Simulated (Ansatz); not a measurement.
**How fast states decay through Rb2InBF6**

Wanted: the relaxed cell of Rb2InBF6, its band edges and its decay constants. It is built by putting Rb for Cs, B for Al in the Cs2AlInF6 structure of space group Fm-3m, with the volume rescaled by atomic radii. The parent structure comes from the Materials Project.

Main program and level: Ansatz 0.2.0; r2SCAN DFT, plane waves, PAW files, in the first sound run; inputs show where later runs differ.

The structure was built from a prototype and need not be the compound's stable phase.

### 1. Set-up

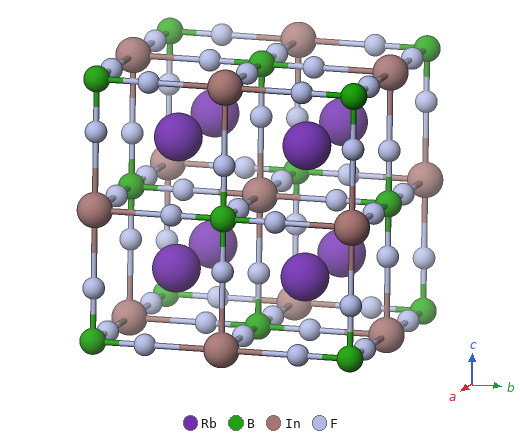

Start, viewed slightly off an axis; rubidium purple, boron green, indium brown, fluorine light blue. This picture shows the conventional cell, with its axes. Some periodic images of atoms are drawn too.

Structure file:

```cif
data_structure
_symmetry_space_group_name_H-M 'P 1'
_symmetry_Int_Tables_number 1
_cell_length_a 6.1430
_cell_length_b 6.1430
_cell_length_c 6.1430
_cell_angle_alpha 60.000
_cell_angle_beta 60.000
_cell_angle_gamma 60.000
_cell_volume 163.92
loop_
_atom_site_label
_atom_site_type_symbol
_atom_site_fract_x
_atom_site_fract_y
_atom_site_fract_z
_atom_site_occupancy
Rb1 Rb 0.75000 0.75000 0.75000 1
Rb2 Rb 0.25000 0.25000 0.25000 1
B3 B 0.00000 0.00000 0.00000 1
In4 In 0.50000 0.50000 0.50000 1
F5 F 0.79785 0.20215 0.20215 1
F6 F 0.20215 0.20215 0.79785 1
F7 F 0.20215 0.79785 0.79785 1
F8 F 0.20215 0.79785 0.20215 1
F9 F 0.79785 0.20215 0.79785 1
F10 F 0.79785 0.79785 0.20215 1
```

### 2. Relaxing the new crystal

The substituted atoms don't fit the parent's cell, so cell and atoms relax together. A small smearing keeps the run stable in case the gap closes on the way.

input.yaml

```yaml
crystal:
  lattice:
    - [0.0, 4.3437795913, 4.3437795913]
    - [4.3437795913, 0.0, 4.3437795913]
    - [4.3437795913, 4.3437795913, 0.0]
  atoms:
    - { symbol: Rb, position: [0.75, 0.75, 0.75] }
    - { symbol: Rb, position: [0.25, 0.25, 0.25] }
    - { symbol: B, position: [0.0, 0.0, 0.0] }
    - { symbol: In, position: [0.5, 0.5, 0.5] }
    - { symbol: F, position: [0.797849, 0.202151, 0.202151] }
    - { symbol: F, position: [0.202151, 0.202151, 0.797849] }
    - { symbol: F, position: [0.202151, 0.797849, 0.797849] }
    - { symbol: F, position: [0.202151, 0.797849, 0.202151] }
    - { symbol: F, position: [0.797849, 0.202151, 0.797849] }
    - { symbol: F, position: [0.797849, 0.797849, 0.202151] }
kpoints:
  mp_grid: { grid: [4, 4, 4] }
scf:
  occupations: { method: gaussian, width: 0.03 }
hamiltonian:
  xc: r2scan
output:
  forces: true
  stress: true
relax:
  f_tol: 0.02
  max_steps: 60
  cell: {}
```

Command:

```console
$ ansatz run input.yaml --threads 2 --pin off --max-ram 4096MiB --backend cpu --events-out ev --progress --plain --runs-dir out
```

Numbers of over 12 decimals in the logs are rounded to 6 here.

Output:

```text
Engine: ansatz 0.2.0, x86_64-unknown-linux-gnu
Pseudopotentials: kind: paw
Pseudopotential: Rb, paw, valence charge 9, recommended cutoff 500 eV (meta_gga), Rb.paw.azcp
Pseudopotential: B, paw, valence charge 3, recommended cutoff 500 eV (meta_gga), B.paw.azcp
Pseudopotential: In, paw, valence charge 13, recommended cutoff 500 eV (meta_gga), In.paw.azcp
Pseudopotential: F, paw, valence charge 7, recommended cutoff 500 eV (meta_gga), F.paw.azcp
Functional definition: r2SCAN
  parameter k0 = 0.174
  parameter k1 = 0.065
  parameter a1 = 4.9479
  exchange = r2scan_x(k0 = k0, k1 = k1, a1 = a1)
  correlation = r2scan_c
Crystal: 10 atoms, lattice volume = 163.921 Å³
Basis set: ecut = 500 eV, 4111 PW (Γ), exchange–correlation on 180×180×180 points (64 copies of the dense FFT grid, shifted against one another)
Bands: 48, of which v1, the nominal top of the filled ones, is band 38 counted from 1 (37 counted from 0)
Symmetry: 48 space group operations
Space group: Fm-3m (ITA 225), of the structure as read, at distance tolerance 5.5e-5 Å
k-points: 8 of 64
Non-local potential: Rb, projectors of the file, l = 0: 3, l = 1: 2, l = 2: 2
Non-local potential: B, projectors of the file, l = 0: 2, l = 1: 2, l = 2: 1
Non-local potential: In, projectors of the file, l = 0: 2, l = 1: 2, l = 2: 2, l = 3: 2
Non-local potential: F, projectors of the file, l = 0: 2, l = 1: 2, l = 2: 1
PAW form: soft (Blöchl's): semilocal exchange-correlation on the pseudo side does not see the compensation charge
PAW frozen core: Rb, regenerated for the run's functional (the file was generated under x = pbe(κ = 0.804, μ = 0.219515), c = pbe(β = 0.066725))
PAW frozen core: B, regenerated for the run's functional (the file was generated under x = pbe(κ = 0.804, μ = 0.219515), c = pbe(β = 0.066725))
PAW frozen core: In, regenerated for the run's functional (the file was generated under x = pbe(κ = 0.804, μ = 0.219515), c = pbe(β = 0.066725))
PAW frozen core: F, regenerated for the run's functional (the file was generated under x = pbe(κ = 0.804, μ = 0.219515), c = pbe(β = 0.066725))
PAW one-centre angular grid: Rb, 302 points (default); XC on 160 Gauss nodes
PAW one-centre angular grid: B, 302 points (default); XC on 160 Gauss nodes
PAW one-centre angular grid: In, 590 points (default); XC on 289 of its mesh's 2783 points in the sphere
PAW one-centre angular grid: F, 302 points (default); XC on 160 Gauss nodes
Initial density: superposition of atomic densities (neutral atoms: chi_scale 0, normalization atom), corrected by the library's trained network
Initial wavefunctions: pseudopotential atomic-orbital guess
Functional: x = r2scan, c = r2scan; τ floored in thin density (d = 2e-4 eV/Å³)
SCF iter   1: F=—  HF=-17189.740408 eV  |F-HF|=—  |Δ(HF+E_count)|=         —  Δρ=9.70e-3  dr2=1.43e-1  dr2_τ=1.92e-1  ethr=1.77e-3  ⟨swp⟩=7.4  Hψ=1808  notcnv=0  defer=3
preconditioner: auto → Resta (q_TF=auto, 2.400 Å⁻¹)  ε∞=3.1  [insulator: Δε(μ)=3.960 eV  Ē_g=17.159 eV  σ=0.030 eV  W_gap=1.00  n_scr=50 (ndim 8)  ℏωp=24.6 eV  f_vac=0.054  D(μ)=0.00/eV (n_scr^D=0)  ε∞_Penn≈3.1]
SCF iter   2: F=—  HF=-17189.878136 eV  |F-HF|=—  |Δ(HF+E_count)|=   1.38e-1  Δρ=4.03e-3  dr2=1.33e-2  dr2_τ=2.77e-3  ethr=1.88e-4  ⟨swp⟩=3.0  Hψ=799  notcnv=0  defer=34
SCF iter   3: F=—  HF=-17189.877753 eV  |F-HF|=—  |Δ(HF+E_count)|=   3.83e-4  Δρ=1.52e-3  dr2=2.41e-3  dr2_τ=3.05e-4  ethr=1.75e-5  ⟨swp⟩=2.0  Hψ=540  notcnv=0  defer=18
automatic band count: iteration 3 solves 46 bands in place of 48: the levels show a gap, and the empty bands left out lie too high to hold charge; the band table lists the bands solved (type scf.n_extra_bands for more)
SCF iter   4: F=—  HF=-17189.877416 eV  |F-HF|=—  |Δ(HF+E_count)|=   3.37e-4  Δρ=3.21e-4  dr2=1.11e-4  dr2_τ=1.31e-5  ethr=3.17e-6  ⟨swp⟩=2.0  Hψ=550  notcnv=0  defer=18
SCF iter   5: F=—  HF=-17189.877427 eV  |F-HF|=—  |Δ(HF+E_count)|=   1.12e-5  Δρ=6.62e-5  dr2=7.37e-6  dr2_τ=7.31e-7  ethr=1.47e-7  ⟨swp⟩=2.0  Hψ=654  notcnv=0  defer=18
SCF iter   6: F=—  HF=-17189.877295 eV  |F-HF|=—  |Δ(HF+E_count)|=   1.33e-4  Δρ=1.60e-5  dr2=3.68e-7  dr2_τ=3.75e-8  ethr=9.70e-9  ⟨swp⟩=2.0  Hψ=590  notcnv=0  defer=18
SCF iter   7: F=-17189.877295 eV  HF=-17189.877295 eV  |F-HF|=1.60e-8  |Δ(HF+E_count)|=   2.79e-7  Δρ=5.70e-6  dr2=4.97e-8  dr2_τ=5.17e-9  ethr=1.32e-10  ⟨swp⟩=5.0  Hψ=1392  notcnv=0
SCF 1 converged in 7 iterations: F = -17189.877295 eV  dr2 = 4.97e-8
  greatest PAW one-centre occupation: 0.987 electrons in one spin orbital (limit 2), on the In atom at site 3 (counted from 0), in its partial waves of l = 2
relax step   1: F+E_penalty+E_count = -17189.87729503 eV  Δ(F+E_penalty+E_count) = +0.000e0 eV  max|allowed force component| = 1.807e0 eV/Å  Δτ_max = 0.0000 Å  P = -6.659 GPa  Ω = 163.921 Å³  (7 SCF iters, dr2 threshold 1.00e-7 eV, accepted)
Crystal: 10 atoms, lattice volume = 157.164 Å³
Basis set: ecut = 500 eV, 3943 PW (Γ), exchange–correlation on 180×180×180 points (64 copies of the dense FFT grid, shifted against one another)
Initial density: handed on by an earlier stage of this run
Initial wavefunctions: those handed on with the density
iter 1 solved again at ethr=8.19e-5 eV; its pass at ethr=3.10e-3 eV (dr2=6.22e-2 eV) is discarded
SCF iter   1: F=—  HF=-17190.454537 eV  |F-HF|=—  |Δ(HF+E_count)|=         —  Δρ=1.23e-2  dr2=6.21e-2  dr2_τ=1.05e0  ethr=8.19e-5  ⟨swp⟩=2.2  Hψ=1685  notcnv=0
automatic band count: iteration 1 solves 43 bands in place of 48: the levels show a gap, and the empty bands left out lie too high to hold charge; the band table lists the bands solved (type scf.n_extra_bands for more)
preconditioner: auto → Resta (q_TF=auto, 2.417 Å⁻¹)  ε∞=3.4  [insulator: Δε(μ)=4.335 eV  Ē_g=16.648 eV  σ=0.030 eV  W_gap=1.00  n_scr=26 (ndim 8)  ℏωp=25.8 eV  f_vac=0.051  D(μ)=0.00/eV (n_scr^D=0)  ε∞_Penn≈3.4]
SCF iter   2: F=—  HF=-17190.506884 eV  |F-HF|=—  |Δ(HF+E_count)|=   5.23e-2  Δρ=5.99e-3  dr2=1.82e-2  dr2_τ=3.49e-3  ethr=8.17e-5  ⟨swp⟩=3.0  Hψ=712  notcnv=0
SCF iter   3: F=—  HF=-17190.509270 eV  |F-HF|=—  |Δ(HF+E_count)|=   2.39e-3  Δρ=1.84e-3  dr2=2.27e-3  dr2_τ=3.56e-4  ethr=2.40e-5  ⟨swp⟩=3.0  Hψ=636  notcnv=0  defer=3
SCF iter   4: F=—  HF=-17190.509059 eV  |F-HF|=—  |Δ(HF+E_count)|=   2.11e-4  Δρ=3.76e-4  dr2=1.78e-4  dr2_τ=1.62e-5  ethr=2.99e-6  ⟨swp⟩=2.0  Hψ=589  notcnv=0  defer=3
SCF iter   5: F=—  HF=-17190.508939 eV  |F-HF|=—  |Δ(HF+E_count)|=   1.20e-4  Δρ=1.26e-4  dr2=1.81e-5  dr2_τ=2.49e-6  ethr=2.34e-7  ⟨swp⟩=2.0  Hψ=488  notcnv=0  defer=3
[...]
SCF iter   1: F=—  HF=-17190.480314 eV  |F-HF|=—  |Δ(HF+E_count)|=         —  Δρ=1.21e-2  dr2=4.76e-2  dr2_τ=1.00e0  ethr=6.26e-5  ⟨swp⟩=1.8  Hψ=1690  notcnv=0
automatic band count: iteration 1 solves 43 bands in place of 48: the levels show a gap, and the empty bands left out lie too high to hold charge; the band table lists the bands solved (type scf.n_extra_bands for more)
preconditioner: auto → Resta (q_TF=auto, 2.429 Å⁻¹)  ε∞=3.5  [insulator: Δε(μ)=4.501 eV  Ē_g=16.640 eV  σ=0.030 eV  W_gap=1.00  n_scr=26 (ndim 8)  ℏωp=26.2 eV  f_vac=0.050  D(μ)=0.00/eV (n_scr^D=0)  ε∞_Penn≈3.5]
SCF iter   2: F=—  HF=-17190.616164 eV  |F-HF|=—  |Δ(HF+E_count)|=   1.36e-1  Δρ=5.86e-3  dr2=1.24e-2  dr2_τ=3.14e-3  ethr=6.26e-5  ⟨swp⟩=3.0  Hψ=697  notcnv=0
SCF iter   3: F=—  HF=-17190.619514 eV  |F-HF|=—  |Δ(HF+E_count)|=   3.35e-3  Δρ=1.95e-3  dr2=1.85e-3  dr2_τ=3.76e-4  ethr=1.63e-5  ⟨swp⟩=2.8  Hψ=511  notcnv=0
SCF iter   4: F=—  HF=-17190.619709 eV  |F-HF|=—  |Δ(HF+E_count)|=   1.95e-4  Δρ=3.26e-4  dr2=8.72e-5  dr2_τ=1.00e-5  ethr=2.43e-6  ⟨swp⟩=2.0  Hψ=504  notcnv=0
SCF iter   5: F=—  HF=-17190.619576 eV  |F-HF|=—  |Δ(HF+E_count)|=   1.32e-4  Δρ=9.24e-5  dr2=9.42e-6  dr2_τ=1.21e-6  ethr=1.15e-7  ⟨swp⟩=2.0  Hψ=495  notcnv=0
SCF iter   6: F=-17190.619578 eV  HF=-17190.619578 eV  |F-HF|=3.33e-9  |Δ(HF+E_count)|=   1.53e-6  Δρ=1.65e-5  dr2=3.13e-7  dr2_τ=3.54e-8  ethr=1.32e-9  ⟨swp⟩=3.8  Hψ=1621  notcnv=0
SCF 3 converged in 6 iterations: F = -17190.619578 eV  dr2 = 3.13e-7
  greatest PAW one-centre occupation: 0.986 electrons in one spin orbital (limit 2), on the In atom at site 3 (counted from 0), in its partial waves of l = 2
relax step   3: F+E_penalty+E_count = -17190.61957789 eV  Δ(F+E_penalty+E_count) = -1.106e-1 eV  max|allowed force component| = 4.343e-1 eV/Å  Δτ_max = 0.0504 Å  P = +1.166 GPa  Ω = 152.695 Å³  energy of the carried Pulay correction = +6.257e-3 eV  (6 SCF iters, dr2 threshold 1.00e-6 eV, accepted)
[...]
relax step   4: F+E_penalty+E_count = -17190.64160328 eV  Δ(F+E_penalty+E_count) = -2.203e-2 eV  max|allowed force component| = 9.644e-3 eV/Å  Δτ_max = 0.0152 Å  P = -0.121 GPa  Ω = 153.654 Å³  energy of the carried Pulay correction = +5.692e-3 eV  (5 SCF iters, dr2 threshold 1.00e-6 eV, accepted)
[...]
relax step   5: F+E_penalty+E_count = -17190.64190433 eV  Δ(F+E_penalty+E_count) = -3.010e-4 eV  max|allowed force component| = 4.496e-3 eV/Å  Δτ_max = 0.0008 Å  P = -0.057 GPa  Ω = 153.420 Å³  energy of the carried Pulay correction = +5.830e-3 eV  (5 SCF iters, dr2 threshold 3.66e-8 eV, accepted)
[...]
relax step   6: F+E_penalty+E_count = -17190.64207330 eV  Δ(F+E_penalty+E_count) = -1.690e-4 eV  max|allowed force component| = 2.952e-4 eV/Å  Δτ_max = 0.0007 Å  P = +0.000 GPa  Ω = 153.211 Å³  energy of the carried Pulay correction = +5.952e-3 eV  (5 SCF iters, dr2 threshold 8.24e-9 eV, accepted)
Initial wavefunctions: pseudopotential atomic-orbital guess (no wavefunctions were taken with the density)
iter 1 solved again at ethr=7.80e-8 eV; its pass at ethr=3.10e-3 eV (dr2=5.93e-5 eV) is discarded
SCF iter   1: F=—  HF=-17190.633910 eV  |F-HF|=—  |Δ(HF+E_count)|=         —  Δρ=2.87e-4  dr2=1.24e-5  dr2_τ=5.00e-5  ethr=7.80e-8  ⟨swp⟩=4.1  Hψ=3057  notcnv=0
preconditioner: auto → Resta (q_TF=auto, 2.427 Å⁻¹)  ε∞=3.0  [insulator: Δε(μ)=4.434 eV  Ē_g=18.330 eV  σ=0.030 eV  W_gap=1.00  n_scr=26 (ndim 8)  ℏωp=26.2 eV  f_vac=0.051  D(μ)=0.00/eV (n_scr^D=0)  ε∞_Penn≈3.0]
SCF iter   2: F=—  HF=-17190.633924 eV  |F-HF|=—  |Δ(HF+E_count)|=   1.48e-5  Δρ=1.45e-4  dr2=3.58e-6  dr2_τ=6.03e-6  ethr=1.63e-8  ⟨swp⟩=2.0  Hψ=545  notcnv=0
SCF iter   3: F=—  HF=-17190.634061 eV  |F-HF|=—  |Δ(HF+E_count)|=   1.37e-4  Δρ=3.42e-5  dr2=5.54e-7  dr2_τ=2.29e-7  ethr=4.72e-9  ⟨swp⟩=2.0  Hψ=671  notcnv=0
SCF iter   4: F=—  HF=-17190.634061 eV  |F-HF|=—  |Δ(HF+E_count)|=   2.51e-8  Δρ=3.18e-6  dr2=8.16e-9  dr2_τ=1.62e-9  ethr=7.29e-10  ⟨swp⟩=2.1  Hψ=668  notcnv=0
SCF iter   5: F=—  HF=-17190.634061 eV  |F-HF|=—  |Δ(HF+E_count)|=   5.33e-9  Δρ=6.99e-7  dr2=4.18e-10  dr2_τ=1.12e-10  ethr=1.07e-11  ⟨swp⟩=2.0  Hψ=688  notcnv=0
SCF iter   6: F=-17190.634061 eV  HF=-17190.634061 eV  |F-HF|=3.64e-12  |Δ(HF+E_count)|=  4.73e-11  Δρ=1.28e-7  dr2=1.65e-11  dr2_τ=2.14e-12  ethr=1.00e-12  ⟨swp⟩=5.0  Hψ=1359  notcnv=0
SCF 7 converged in 6 iterations: F = -17190.634061 eV  dr2 = 1.65e-11
relax step   7: F+E_penalty+E_count = -17190.63406100 eV  Δ(F+E_penalty+E_count) = +8.012e-3 eV  max|allowed force component| = 2.663e-3 eV/Å  Δτ_max = 0.0000 Å  P = +0.048 GPa  Ω = 153.211 Å³  stress off target by 4.83e-2 GPa  SCF on the basis re-selected at this cell (its energy is not comparable with the rows above)  (6 SCF iters)
basis re-selected at this cell: Δ(F+E_penalty+E_count) = +8.012e-3 eV, ΔP = +0.048 GPa vs the last step (what re-selecting the basis moved, of the pressure what is left beyond the Pulay correction that the steps carried, after the strain that the cell walked since its last selection, with what the two solves' SCF thresholds leave and, on support functions, any second-order correction that the steps lacked; it is no m [...]
SCF converged after 6 iterations
Free energy (F): -17190.634061 eV
Harris-Foulkes:  -17190.634061 eV  (|F-HF|=3.64e-12)
Internal energy: -17190.634061 eV  (E = F + TS)
E sigma→0 (E₀):  -17190.634061 eV
Fermi energy:    7.213679 eV
--- Per-component energies (eV) ---
  E_band       = -416.834151
  E_kinetic    = 1924.037117
  E_local      = -6019.238368  (includes V_loc(G=0)·N_el)
  E_nonlocal   = 1155.911383
  E_hartree    = 2195.359614
  E_xc         = -961.266210
  E_vxc        = -1152.203499  (∫ρ·V_xc dr)
  E_paw        = -10743.468825  (= ΣΔE_a)
  E_vpaw       = -793.250696  (= ΣTr[D̂ρ^β])
  E_aug_tail   = 0.006484  (compensation charges beyond the density's cutoff)
  E_vtau       = 77.184002  (kinetic-family band-sum trace: ∫τ·v_τ [+ j·A + Jᵃ·Aᵃ] dr)
  E_ewald      = -4742.440156
  E_core_change = 0.464900  (= ΣΔE_core)
  E_smearing   = -0.000000  (= −TS)
  E_closure    = 0.000000  (closes the sum)
  Σ components = -17190.634061   (vs F -17190.634061, Δ=0.00e0)
--- Forces (eV/Å), atoms counted from 1 ---
  atom   1  Rb     0.00000000     0.00000000    -0.00000000
  atom   2  Rb    -0.00000000    -0.00000000    -0.00000000
  atom   3  B      0.00000000    -0.00000000     0.00000000
  atom   4  In     0.00000000    -0.00000000     0.00000000
  atom   5  F      0.00266259    -0.00000000    -0.00000000
  atom   6  F     -0.00000000    -0.00000000     0.00266259
  atom   7  F     -0.00266259    -0.00000000    -0.00000000
  atom   8  F     -0.00000000     0.00266259     0.00000000
  atom   9  F      0.00000000    -0.00266259     0.00000000
  atom  10  F      0.00000000    -0.00000000    -0.00266259
  max |Σ_I F_I| component: 2.21e-17 eV/Å
--- Stress (GPa, compression-positive) ---
        0.048336      -0.000000      -0.000000
       -0.000000       0.048336      -0.000000
       -0.000000       0.000000       0.048336
  P = ⅓ Tr σ = 0.0483 GPa (0.483 kbar)
--- Relaxed structure (6 steps of the walk, 6 accepted, 1 SCFs on fresh bases) ---
  F+E_penalty+E_count = -17190.63406100 eV   max|allowed force component| = 2.663e-3 eV/Å   (the final SCF, on the basis selected at the relaxed cell)
  cell:  # Å, volume = 153.2115 Å³
    - [0, 4.247047, 4.247047]
    - [4.247047, 0, 4.247047]
    - [4.247047, 4.247047, 0]
  atoms:
    - { symbol: Rb, position: [0.750000, 0.750000, 0.750000] }
    - { symbol: Rb, position: [0.25, 0.25, 0.25] }
    - { symbol: B, position: [5.59101311501098e-19, 0, -5.5910131150109805e-19] }
    - { symbol: In, position: [0.5, 0.5, 0.5] }
    - { symbol: F, position: [0.807556, 0.192444, 0.192444] }
    - { symbol: F, position: [0.192444, 0.192444, 0.807556] }
    - { symbol: F, position: [0.192444, 0.807556, 0.807556] }
    - { symbol: F, position: [0.192444, 0.807556, 0.192444] }
    - { symbol: F, position: [0.807556, 0.192444, 0.807556] }
    - { symbol: F, position: [0.807556, 0.807556, 0.192444] }
```

Wall time 22 s (2 threads of Intel Xeon 6975P-C (Granite Rapids), shared host); peak memory 0.94 GiB; 41 s of CPU time.

Relaxation path:

```tsv
step	energy less that of the first step (eV)	largest force component (eV/Å)	pressure (GPa)	volume (Å³)
1	0.0000	1.8074	-6.66	163.92
2	-0.6316	0.8735	-3.12	157.16
3	-0.7423	0.4343	1.17	152.69
4	-0.7643	0.0096	-0.12	153.65
5	-0.7646	0.0045	-0.06	153.42
6	-0.7648	0.0003	0.00	153.21
7*	-0.7568	0.0027	0.05	153.21
```

Relaxation steps marked * repeat the geometry before them on a plane-wave basis chosen anew for their cell, so energy and pressure can jump there.

The run keeps the 48 symmetry operations that it works with, so distortions that break them were not tested.

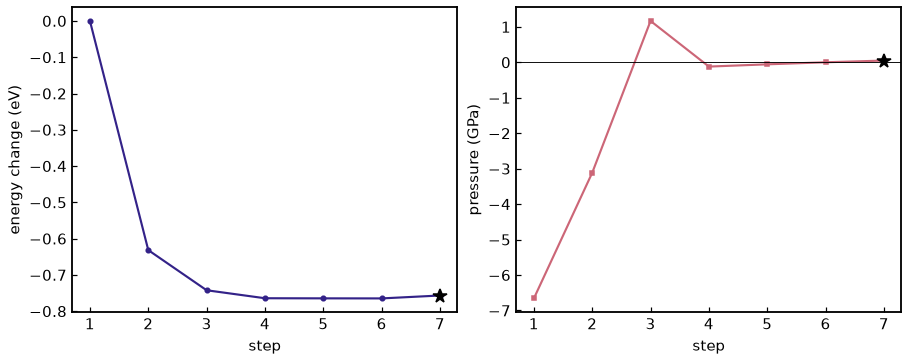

Energy and pressure along the relaxation. Stars mark steps on a basis chosen anew.

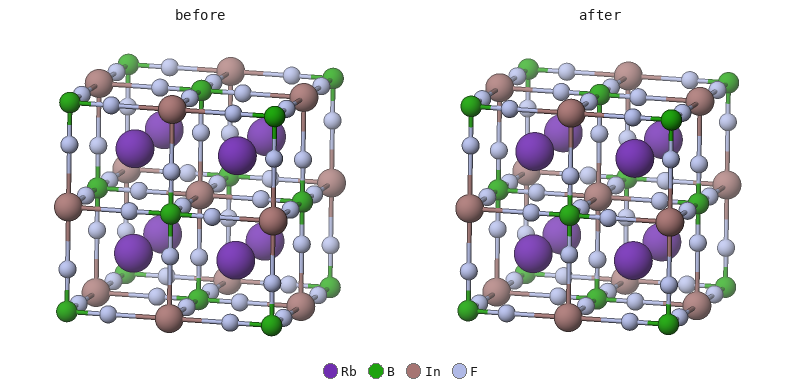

Before and after, at one scale.

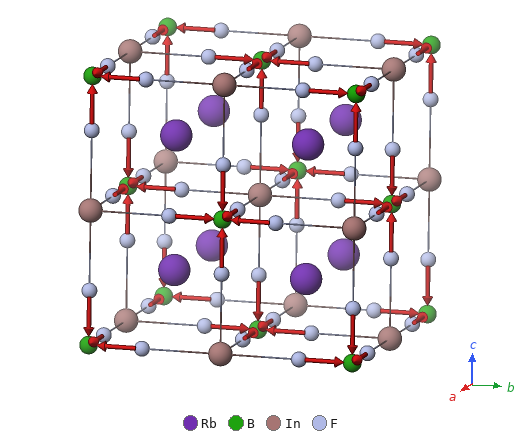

Displacements in the relaxation, exaggerated, measured against the changing cell; the longest in the cell stands for 0.08 Å. Some periodic images of atoms are drawn too.

```tsv
conventional cell, symmetrised	before	after	change
a (Å)	8.688	8.494	-2.2 %
b (Å)	8.688	8.494	-2.2 %
c (Å)	8.688	8.494	-2.2 %
volume (Å³/atom)	16.39	15.32	-6.5 %
```

The atoms that moved most (Å, as changes of fractional coordinates times the final cell):

```tsv
atom	dx	dy	dz	length
F7	0.082	0.000	0.000	0.082
F9	0.000	0.082	0.000	0.082
F10	0.000	0.000	0.082	0.082
F5	-0.082	0.000	0.000	0.082
F8	0.000	-0.082	0.000	0.082
F6	0.000	0.000	-0.082	0.082
```

The relaxed structure:

```cif
data_structure
_symmetry_space_group_name_H-M 'P 1'
_symmetry_Int_Tables_number 1
_cell_length_a 6.0062
_cell_length_b 6.0062
_cell_length_c 6.0062
_cell_angle_alpha 60.000
_cell_angle_beta 60.000
_cell_angle_gamma 60.000
_cell_volume 153.21
loop_
_atom_site_label
_atom_site_type_symbol
_atom_site_fract_x
_atom_site_fract_y
_atom_site_fract_z
_atom_site_occupancy
Rb1 Rb 0.75000 0.75000 0.75000 1
Rb2 Rb 0.25000 0.25000 0.25000 1
B3 B 0.00000 0.00000 0.00000 1
In4 In 0.50000 0.50000 0.50000 1
F5 F 0.80756 0.19244 0.19244 1
F6 F 0.19244 0.19244 0.80756 1
F7 F 0.19244 0.80756 0.80756 1
F8 F 0.19244 0.80756 0.19244 1
F9 F 0.80756 0.19244 0.80756 1
F10 F 0.80756 0.80756 0.19244 1
```

Numbers from this step:

* free energy: -17190.6341 eV
* Fermi energy: 7.214 eV
* pressure: 0.04834 GPa

The largest force component on a free atom ends at 0.0027 eV/Å.

(Continued in part 2 of 3.)

[Logs are printed without paths, hosts, clocks, repeated set-up lines and the standing remarks that a program may print on its own settings, such as how far it seeks lower states.]

[Hosts, paths, dates, database ids (printed as entryN), source tags and the programs' standing remarks are cut or masked in the printed files.]
